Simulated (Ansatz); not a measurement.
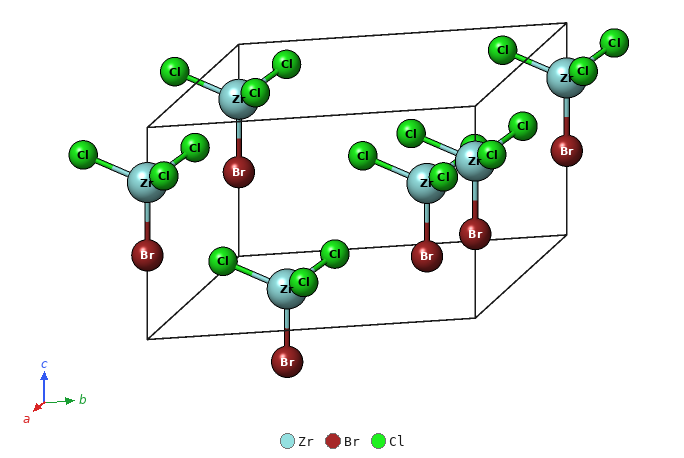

Shown here is a ball-and-stick view of the crystal, taken slightly off an axis. The frame is the conventional unit cell; atoms at its boundary are shown with their periodic copies. Finite groups of bonded atoms are drawn whole.

ZrBrCl3, space group R3m (No. 160), a = 11.148 Å, b = 11.148 Å, c = 7.224 Å, α = 90.00°, β = 90.00°, γ = 120.00°. Starting structure: a structure type filled with these elements by a generator (whether the compound takes this form wasn't checked). Earlier steps of the study, as a rule a relaxation of our own, may have changed the cell and positions, so they can lie some per cent off the listed ones. A calculation with Ansatz used it as input.

This one geometry was computed with Ansatz (DFT, plane waves, PAW) at three levels of theory: r2SCAN, PBEsol and PBE.

Q: How does the band gap change with the level of theory?

A: PBEsol: a gap of 4.07 eV, direct; PBE: a gap of 4.09 eV, direct; r2SCAN: a gap of 4.55 eV, direct.

Q: Collect the results in a table.

A:
| level | cutoff (eV) | k-mesh of the run's cell | gap (eV) | pressure (GPa) |
| --- | --- | --- | --- | --- |
| r2SCAN | 500 | 6×6×6 | 4.55 | -0.3 |
| PBEsol | 420 | 6×6×6 | 4.07 | -0.6 |
| PBE | 420 | 6×6×6 | 4.09 | 0.0 |

Gaps are taken on the k-mesh or band path of each run.
